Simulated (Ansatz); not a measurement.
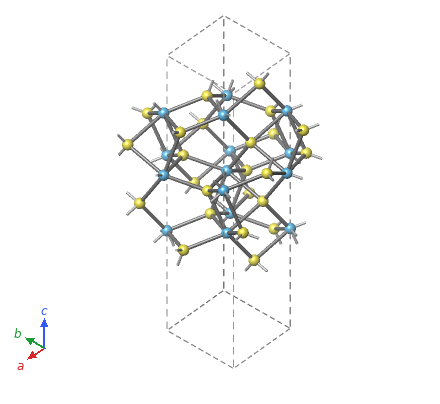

A cut-out of a periodic net derived from a crystal structure. Nodes are coloured by topological kind. Short stubs are edges that leave the cut-out.

**What net is this?**

A binodal (4,6)-connected, three-periodic net. It is the cor net, known from corundum.

**Give point symbol and coordination sequence of each kind of node.**

4-connected node: 4^3.6^3, sequence 4, 16, 26, 66, 70, 150; 6-connected node: 4^6.6^9, sequence 6, 13, 39, 46, 105, 101.

Origin of the net. Cd₂O₃ (space group R-3c, No. 167): the end point of a relaxation (final pressure about 20 GPa) with DFT, PAW plane waves, pbe (Ansatz 0.2.0); the starting structure was generated, so it need not be a known form of this composition. Bonds are taken as Cd–O below 2.5 Å. Atoms with one bond or none are removed and atoms with two bonds are replaced by edges, until no such atom is left. O is a 4-connected node; Cd is a 6-connected node, in the ratio 3:2.
